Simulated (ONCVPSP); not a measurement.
# Tb: pseudopotential generation

System: terbium (Tb, Z = 65), core [Kr] 4d10, reference valence 4f9 5s2 5p6 6s1.5 (an ion of charge +0.5), valence charge 19.
Method: ONCV potential, PBEsol, non-relativistic, made with ONCVPSP 4.0.1.

**Key numbers**

- outcome: generated, with a ghost state
- cutoffs needed: 75 Ha and 82 Ha (the cutoffs at which the residual kinetic energy of the hardest occupied pseudo-wave falls to 1 and 0.1 mHa per electron)
- ghost test: GHOST(-) flagged for s at -79.8 eV; GHOST(+) flagged for p at 163.4 eV
- largest excitation error: -5.9 meV (all-electron minus pseudo) for 4f9 5s2 5p6 5d1 6s0, out of 4 test configurations
- rms error of d²Exc/dni dnj: 6.39 mHa without and 1.66 mHa with the model core
- range over which the phases arctan(r R′/R) at the test radius agree within 0.05 rad (a looser test near the poles than one of phase shifts): s: from about -2.9 Ha upwards; p: up to about 4.1 Ha; d: over the whole range computed; f: over the whole range computed
- hardware: 1 CPU thread, shared host
- wall time: 9 s

**Notes**

The potential has a bound ghost state, so it can't be used as it stands. Warnings of the program, in the generation or the tests: wellstate: moderately localized bound state found for n= 5 l= 2.

**The input**
```
# ATOM AND REFERENCE CONFIGURATION
# atsym  z   nc   nv     iexc    psfile
  Tb 65.00    9    4  -116133      upf
#
#   n    l    f
    1    0    2.00
    2    0    2.00
    2    1    6.00
    3    0    2.00
    3    1    6.00
    3    2   10.00
    4    0    2.00
    4    1    6.00
    4    2   10.00
    4    3    9.00
    5    0    2.00
    5    1    6.00
    6    0    1.50
#
# PSEUDOPOTENTIAL AND OPTIMIZATION
# lmax
    3
#
#   l,   rc,      ep,       ncon, nbas, qcut
    0    2.30    0.00    3    6    6.50
    1    1.70    0.00    4    7    5.70
    2    2.20    0.02    4    7    5.10
    3    1.30    0.00    4    8   13.20
#
# LOCAL POTENTIAL
# lloc, lpopt,  rc(5),   dvloc0
    4    2    0.85    0.00
#
# VANDERBILT-KLEINMAN-BYLANDER PROJECTORs
# l, nproj, debl
    0    2    3.00
    1    2    3.00
    2    3    0.40
    3    3    1.50
#
# MODEL CORE CHARGE
# icmod, fcfact, rcfact
    2    0.65    0.75
#
# LOG DERIVATIVE ANALYSIS
# epsh1, epsh2, depsh
   -3.00    5.00    0.02
#
# OUTPUT GRID
# rlmax, drl
    6.00    0.01
#
# TEST CONFIGURATIONS
# ncnf
    4
# nvcnf
#   n    l    f
    4
    4    3    9.00
    5    0    2.00
    5    1    6.00
    6    0    2.00
#
    4
    4    3    9.00
    5    0    2.00
    5    1    6.00
    6    0    1.00
#
    4
    4    3    9.00
    5    0    2.00
    5    1    6.00
    6    0    0.00
#
    5
    4    3    9.00
    5    0    2.00
    5    1    6.00
    6    0    0.00
    5    2    1.00
#
```

The log's header says scalar-relativistic, as this program prints it for non-relativistic runs too.

Command:
```bash
oncvpspnr.x < Tb.dat > Tb.out
```

**The program's output (extracts)**
```
ONCVPSP  (Optimized Norm-Conservinng Vanderbilt PSeudopotential)
scalar-relativistic version 4.0.1

#   n    l    f        energy (Ha)
    1    0    2.00    -1.7862924E+03
    2    0    2.00    -2.8533140E+02
    2    1    6.00    -2.7172342E+02
    3    0    2.00    -6.2986875E+01
    3    1    6.00    -5.6899188E+01
    3    2   10.00    -4.5546993E+01
    4    0    2.00    -1.2247184E+01
    4    1    6.00    -9.8531027E+00
    4    2   10.00    -5.5754868E+00
    4    3    9.00    -3.5713963E-01
    5    0    2.00    -1.6184479E+00
    5    1    6.00    -9.9109421E-01
    6    0    1.50    -2.1168436E-01

Reference configufation results
  iterations    36
  all-electron total energy (Ha)   -1.12260235D+04

Begin loop to  construct optimized pseudo wave functions
and semi-local pseudopoentials for all angular momenta

Calculating optimized projector #   1

 for l=   0

    Fraction of norm inside rc  0.949947
    Optimizing pswf for qcut=   6.51 a_B^-1,  ecut=  21.17 Ha
    Residual kinetic energy error=  1.03D-07 Ha

    Energy error per electron        Cutoff
         Ha          eV             Ha
         0.01000     0.27211        8.40
         0.00100     0.02721       11.41
         0.00010     0.00272       13.83
         0.00001     0.00027       15.71

Calculating optimized projector #   2

 for l=   0

    Fraction of norm inside rc  0.061529
    Optimizing pswf for qcut=   6.51 a_B^-1,  ecut=  21.17 Ha
    Residual kinetic energy error=  9.44D-09 Ha

    Energy error per electron        Cutoff
         Ha          eV             Ha
         0.01000     0.27211        5.94
         0.00100     0.02721       10.27
         0.00010     0.00272       13.43
         0.00001     0.00027       15.90

   Wellstate for l =  1  n =  7
     eigenvalue =   2.0089
     asymptotic potential =   2.5089
     half-point radius =  3.4363

Calculating optimized projector #   1

 for l=   1

    Fraction of norm inside rc  0.614425
    Optimizing pswf for qcut=   5.71 a_B^-1,  ecut=  16.31 Ha
    Residual kinetic energy error=  7.29D-04 Ha

    Energy error per electron        Cutoff
         Ha          eV             Ha
         0.01000     0.27211       10.49
         0.00100     0.02721       15.86
         0.00010     0.00272       43.44
         0.00001     0.00027       53.09

Calculating optimized projector #   2

 for l=   1

    Fraction of norm inside rc  0.077382
    Optimizing pswf for qcut=   5.71 a_B^-1,  ecut=  16.31 Ha
    Residual kinetic energy error=  1.40D-03 Ha

    Energy error per electron        Cutoff
         Ha          eV             Ha
         0.01000     0.27211       11.21
         0.00100     0.02721       17.16
         0.00010     0.00272       35.84
         0.00001     0.00027       59.21

WARNING wellstate: moderately localized bound state found for n= 5 l=  2
WARNING scattering state with energy  0.05000000
WARNING will be used for the first projector

   Wellstate for l =  2  n =  6
     eigenvalue =   0.0500
     asymptotic potential =   0.5500
     half-point radius = 12.5306

   Wellstate for l =  2  n =  6
     eigenvalue =   0.4500
     asymptotic potential =   0.9500
     half-point radius =  4.9463

   Wellstate for l =  2  n =  7
     eigenvalue =   0.8500
     asymptotic potential =   1.3500
     half-point radius =  6.2669

Calculating optimized projector #   1

 for l=   2

    Fraction of norm inside rc  0.107701
    Optimizing pswf for qcut=   5.10 a_B^-1,  ecut=  13.00 Ha
    Residual kinetic energy error=  1.44D-06 Ha

    Energy error per electron        Cutoff
         Ha          eV             Ha
         0.01000     0.27211        4.92
         0.00100     0.02721        7.50
         0.00010     0.00272        9.76
         0.00001     0.00027       11.56

Calculating optimized projector #   2

 for l=   2

    Fraction of norm inside rc  0.205720
    Optimizing pswf for qcut=   5.10 a_B^-1,  ecut=  13.00 Ha
    Residual kinetic energy error=  5.10D-06 Ha

    Energy error per electron        Cutoff
         Ha          eV             Ha
         0.01000     0.27211        6.38
         0.00100     0.02721        8.75
         0.00010     0.00272       10.81
         0.00001     0.00027       12.51

Calculating optimized projector #   3

 for l=   2

    Fraction of norm inside rc  0.111164
    Optimizing pswf for qcut=   5.10 a_B^-1,  ecut=  13.00 Ha
    Residual kinetic energy error=  5.19D-06 Ha

    Energy error per electron        Cutoff
         Ha          eV             Ha
         0.01000     0.27211        6.35
         0.00100     0.02721        8.74
         0.00010     0.00272       10.82
         0.00001     0.00027       12.55

   Wellstate for l =  3  n =  5
     eigenvalue =   1.1429
     asymptotic potential =   1.6429
     half-point radius =  2.8868

   Wellstate for l =  3  n =  6
     eigenvalue =   2.6429
     asymptotic potential =   3.1429
     half-point radius =  3.0884

Calculating optimized projector #   1

 for l=   3

    Fraction of norm inside rc  0.854879
    Optimizing pswf for qcut=  13.19 a_B^-1,  ecut=  86.95 Ha
    Residual kinetic energy error=  1.86D-05 Ha

    Energy error per electron        Cutoff
         Ha          eV             Ha
         0.01000     0.27211       66.77
         0.00100     0.02721       75.12
         0.00010     0.00272       81.69
         0.00001     0.00027      117.57

Calculating optimized projector #   2

 for l=   3

    Fraction of norm inside rc  0.083106
    Optimizing pswf for qcut=  13.19 a_B^-1,  ecut=  86.95 Ha
    Residual kinetic energy error=  2.12D-05 Ha

    Energy error per electron        Cutoff
         Ha          eV             Ha
         0.01000     0.27211       62.73
         0.00100     0.02721       73.79
         0.00010     0.00272       81.68
         0.00001     0.00027      100.68

Calculating optimized projector #   3

 for l=   3

    Fraction of norm inside rc  0.073796
    Optimizing pswf for qcut=  13.19 a_B^-1,  ecut=  86.95 Ha
    Residual kinetic energy error=  6.60D-05 Ha

    Energy error per electron        Cutoff
         Ha          eV             Ha
         0.01000     0.27211       66.17
         0.00100     0.02721       77.10
         0.00010     0.00272       85.90
         0.00001     0.00027      111.87

Construct Vanderbilt / Kleinmman-Bylander projectors

B matrix Hermiticity error, ll=   0
   1   2    4.1243E-09

  Orthonormal projector coefficients  1.2631E+01  1.0343E+00

B matrix Hermiticity error, ll=   1
   1   2   -3.2941E-08

  Orthonormal projector coefficients  1.2235E+01  1.5670E+00

B matrix Hermiticity error, ll=   2
   1   2   -9.6662E-11
   1   3    4.9856E-10
   2   3    4.0198E-10

  Orthonormal projector coefficients  8.0679E+00  2.5439E+00  3.7391E-01

B matrix Hermiticity error, ll=   3
   1   2   -3.5889E-08
   1   3    3.0858E-08
   2   3   -9.2461E-09

  Orthonormal projector coefficients -2.5495E+01 -1.2656E+01 -3.6694E+00

Model core correction analysis
  based on d2Exc/dn_idn_j

d2excae - all-electron derivatives

   -1.979077D-02   -1.060959D-02   -8.511847D-03   -1.056704D-03
   -1.060936D-02   -2.451361D-02   -2.245484D-02   -1.685721D-03
   -8.511666D-03   -2.245482D-02   -2.243284D-02   -2.886701D-03
   -1.056451D-03   -1.684982D-03   -2.885325D-03   -3.408007D-02

d2excps - pseudofunction derivatives with no core correction

   -4.300589D-02   -1.747345D-02   -1.149024D-02   -1.659968D-03
   -1.747358D-02   -2.380513D-02   -2.247813D-02   -1.699485D-03
   -1.149019D-02   -2.247802D-02   -2.332935D-02   -2.902257D-03
   -1.659748D-03   -1.698748D-03   -2.900881D-03   -3.408262D-02

rms 2nd derivative error    6.388222E-03

amplitude prefactor, scale prefactor
   10.7547    1.1842

d2excps - pseudofunction derivatives with core correction

   -2.463449D-02   -1.296113D-02   -9.571803D-03   -1.239765D-03
   -1.296098D-02   -2.213498D-02   -2.162688D-02   -1.536177D-03
   -9.571623D-03   -2.162674D-02   -2.293104D-02   -2.811309D-03
   -1.239515D-03   -1.535427D-03   -2.809931D-03   -3.406767D-02

rms 2nd derivative error    1.661497E-03

Pseudoatom total energy -125.766999

Diagnostic tests using Vanderbilt-Kleinman-Bylander pseudopotentials
  1 or more projectors used as specified by nproj input data

   l    rcore       rmatch      e in        delta e   norm test  slope test

   0   2.3046236   2.3745970  -1.6184479  -0.0000003   0.9999999   0.9999998
   0   2.3046236   2.3745970  -0.2116844   0.0000002   1.0000023   0.9999991

   1   1.7088383   1.7607223  -0.9910942   0.0000000   1.0000000   1.0000000
   1   1.7088383   1.7607223   2.0089058  -0.0000001   1.0000000   1.0000000

   2   2.2101113   2.2772150   0.0500000   0.0000000   1.0000000   1.0000000
   2   2.2101113   2.2772150   0.4500000   0.0000000   1.0000000   1.0000000
   2   2.2101113   2.2772150   0.8500000   0.0000000   1.0000000   1.0000000

   3   1.3055450   1.3451841  -0.3571396  -0.0000013   0.9999992   0.9999981
   3   1.3055450   1.3451841   1.1428604  -0.0000000   1.0000000   1.0000000
   3   1.3055450   1.3451841   2.6428604  -0.0000002   1.0000000   1.0000000

 Testing for bound ghosts
   n   l    E NL Schr. Eq   E Basis Diag.   E Cutoff

       0                       -2.934302     24.24  WARNING - GHOST(-)
   1   0       -1.618448       -1.618210     24.24
   2   0       -0.211684       -0.186888     24.24

   2   1       -0.991094       -0.990666     76.03

   3   2       -0.170856       -0.162552     70.62

   4   3       -0.357141       -0.355484    289.80

 Testing for highly-localized positive-energy ghosts
       l    <radius>/rc     E Basis Diag.   E Cutoff

       1        0.516639        6.006183     76.03  WARNING - GHOST(+)

Test configuration 0

   n   l     f        eae           eps        diff
   1   0  2.0000-1786.29244858
   2   0  2.0000 -285.33139588
   2   1  6.0000 -271.72342471
   3   0  2.0000  -62.98687497
   3   1  6.0000  -56.89918766
   3   2 10.0000  -45.54699262
   4   0  2.0000  -12.24718350
   4   1  6.0000   -9.85310268
   4   2 10.0000   -5.57548680
   4   3  9.0000   -0.35713963   -0.35714096   -1.33D-06
   5   0  2.0000   -1.61844792   -1.61844823   -3.10D-07
   5   1  6.0000   -0.99109421   -0.99109421    0.00D+00
   6   0  1.5000   -0.21168436   -0.21168413    2.27D-07

    Total energies and differences
      AE_ref= -1.12260235D+04  AE_tst= -1.12260235D+04  dif=  0.00D+00
      PS_ref= -1.25766999D+02  PS_tst= -1.25766999D+02  dif=  5.30D-12
      PSP excitation error= -5.30D-12

Test configuration 1

   n   l     f        eae           eps        diff
   1   0  2.0000-1786.18478187
   2   0  2.0000 -285.22399416
   2   1  6.0000 -271.61598216
   3   0  2.0000  -62.87975090
   3   1  6.0000  -56.79205099
   3   2 10.0000  -45.43982352
   4   0  2.0000  -12.13992248
   4   1  6.0000   -9.74582692
   4   2 10.0000   -5.46818167
   4   3  9.0000   -0.24984876   -0.24971334    1.35D-04
   5   0  2.0000   -1.51093035   -1.51095100   -2.06D-05
   5   1  6.0000   -0.88393781   -0.88395209   -1.43D-05
   6   0  2.0000   -0.12771601   -0.12771734   -1.32D-06

    Total energies and differences
      AE_ref= -1.12260235D+04  AE_tst= -1.12261082D+04  dif= -8.46D-02
      PS_ref= -1.25766999D+02  PS_tst= -1.25851610D+02  dif= -8.46D-02
      PSP excitation error= -2.01D-05

Test configuration 2

   n   l     f        eae           eps        diff
   1   0  2.0000-1786.41116818
   2   0  2.0000 -285.44971550
   2   1  6.0000 -271.84180459
   3   0  2.0000  -63.10478219
   3   1  6.0000  -57.01711361
   3   2 10.0000  -45.66496680
   4   0  2.0000  -12.36527924
   4   1  6.0000   -9.97121882
   4   2 10.0000   -5.69364263
   4   3  9.0000   -0.47524802   -0.47545926   -2.11D-04
   5   0  2.0000   -1.73679671   -1.73677257    2.41D-05
   5   1  6.0000   -1.10885806   -1.10883656    2.15D-05
   6   0  1.0000   -0.30005483   -0.30005113    3.71D-06

    Total energies and differences
      AE_ref= -1.12260235D+04  AE_tst= -1.12258957D+04  dif=  1.28D-01
      PS_ref= -1.25766999D+02  PS_tst= -1.25639193D+02  dif=  1.28D-01
      PSP excitation error=  1.31D-05

Test configuration 3

   n   l     f        eae           eps        diff
   1   0  2.0000-1786.67706573
   2   0  2.0000 -285.71438865
   2   1  6.0000 -272.10665826
   3   0  2.0000  -63.36819615
   3   1  6.0000  -57.28058436
   3   2 10.0000  -45.92858565
   4   0  2.0000  -12.62928300
   4   1  6.0000  -10.23528448
   4   2 10.0000   -5.95782960
   4   3  9.0000   -0.73921405   -0.74012528   -9.11D-04
   5   0  2.0000   -2.00120888   -2.00111287    9.60D-05
   5   1  6.0000   -1.37101927   -1.37093363    8.56D-05

    Total energies and differences
      AE_ref= -1.12260235D+04  AE_tst= -1.12255040D+04  dif=  5.19D-01
      PS_ref= -1.25766999D+02  PS_tst= -1.25247537D+02  dif=  5.19D-01
      PSP excitation error=  3.52D-05

Test configuration 4

   n   l     f        eae           eps        diff
   1   0  2.0000-1786.32793403
   2   0  2.0000 -285.36408807
   2   1  6.0000 -271.75621055
   3   0  2.0000  -63.02089803
   3   1  6.0000  -56.93318322
   3   2 10.0000  -45.58064611
   4   0  2.0000  -12.28029778
   4   1  6.0000   -9.88606096
   4   2 10.0000   -5.60798622
   4   3  9.0000   -0.38923659   -0.39119748   -1.96D-03
   5   0  2.0000   -1.64976119   -1.65042579   -6.65D-04
   5   1  6.0000   -1.02651048   -1.02629123    2.19D-04
   5   2  1.0000   -0.21916382   -0.21891265    2.51D-04

    Total energies and differences
      AE_ref= -1.12260235D+04  AE_tst= -1.12258635D+04  dif=  1.60D-01
      PS_ref= -1.25766999D+02  PS_tst= -1.25606742D+02  dif=  1.60D-01
      PSP excitation error= -2.17D-04
```

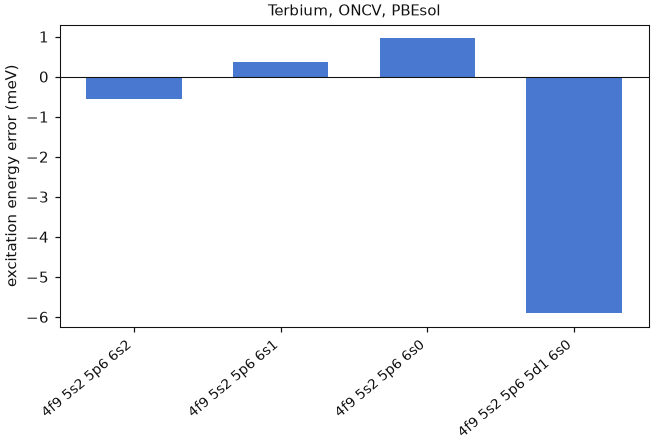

Figure 1. Errors, all-electron minus pseudo, of the energies of valence configurations relative to the unpolarised reference 4f9 5s2 5p6 6s1.5.

- Worst configuration: 4f9 5s2 5p6 5d1 6s0 (charge +1): the error is -5.9 meV on an all-electron energy of +4.35 eV relative to the reference, or 0.14 %.
- Configurations within 10 meV and within 50 meV: 4 and 4 of 4.
- Errors in meV: 4f9 5s2 5p6 6s2: -0.5; 4f9 5s2 5p6 6s1: +0.4; 4f9 5s2 5p6 6s0: +1.0; 4f9 5s2 5p6 5d1 6s0: -5.9. The potential isn't sound: its ghost test gives GHOST(-) flagged for s at -79.8 eV; GHOST(+) flagged for p at 163.4 eV.

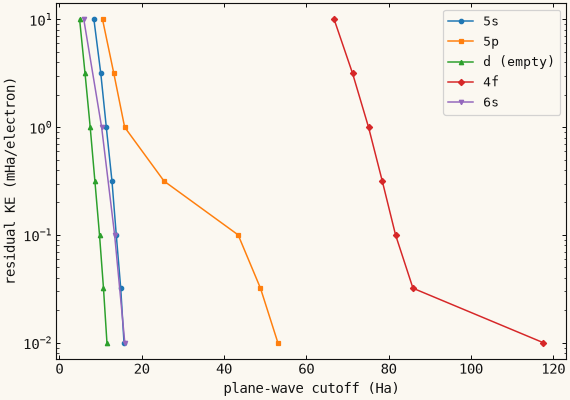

Figure 2. Residual kinetic energy of the pseudo-waves (the first of each channel, and further valence shells) beyond the plane-wave cutoff, as the generator prints it.

- Cutoffs for 1 mHa per electron: 4f: 75 Ha; 5p: 16 Ha; 5s: 11 Ha; 6s: 10 Ha; d (empty): 7.5 Ha.
- Cutoffs for the occupied states: 75 Ha for 1 mHa and 82 Ha for 0.1 mHa per electron. The first is set by 4f.
- Hardest wave at 1 mHa per electron: 4f, with rc = 1.30 bohr and qcut = 13.2 1/bohr. The optimisation minimises, but can't always remove, the kinetic energy above qcut²/2 = 87.1 Ha, and a larger rc would as a rule soften the wave at some cost in transferability.

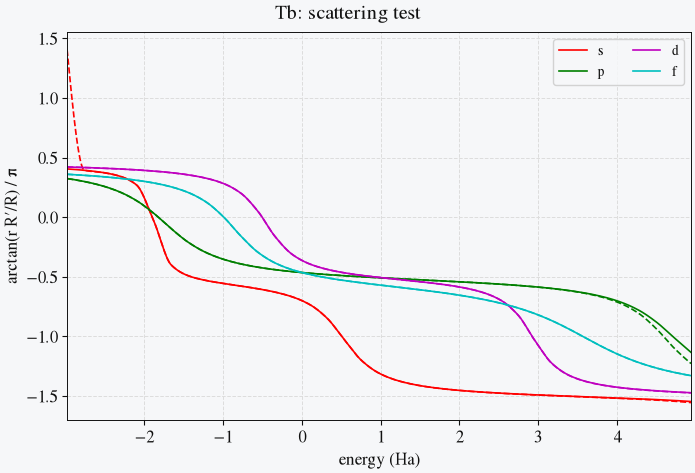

Figure 3. Unwrapped phase arctan(r R′/R) in units of π against energy, all-electron (solid) and pseudo (dashed); the pseudo phase is matched to the all-electron one at the reference energy. Here R(r) is the radial function. A near-vertical step is a level narrower than the spacing of the points behind the curves.

- First channel to depart above its reference energy: the p channel: its phase error passes 0.05 rad 5.1 Ha above its reference energy, while s stays within 0.05 rad to the top of the range.
- Ghost states: Going away from the reference energies, the phases part by more than π/2 in: s at about -2.9 Ha (below its reference energy, pseudo phase higher, at the flagged ghost). Such a step is either a state that only one of the two atoms has or an ordinary level shifted in energy. The separate test gives: GHOST(-) flagged for s at -79.8 eV; GHOST(+) flagged for p at 163.4 eV.
- Range over which the phases agree within 0.05 rad: s: from about -2.9 Ha upwards; p: up to about 4.1 Ha; d: over the whole range drawn; f: over the whole range drawn.

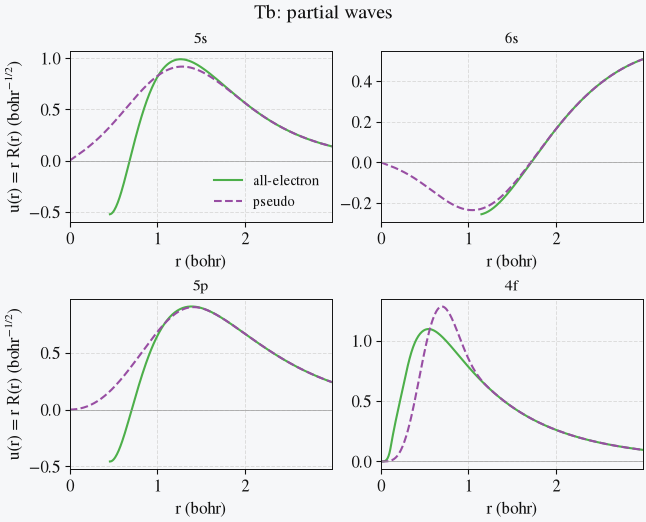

Figure 4. All-electron valence functions (solid) with their pseudo partners (dashed). The innermost oscillations of some all-electron curves aren't drawn. Reference configuration 4f9 5s2 5p6 6s1.5.

- Matching radii: 5s at 2.30 bohr; 6s at 2.30 bohr; 5p at 1.70 bohr; 4f at 1.30 bohr. The curves merge smoothly, so the plot gives these only roughly.
- Nodes of the pseudo-waves: 5s has no node; 6s has a node at about 1.7 bohr; 5p has no node; 4f has no node. A node in 6s is expected, since a lower shell of the same l is also in the valence and the two must stay orthogonal.
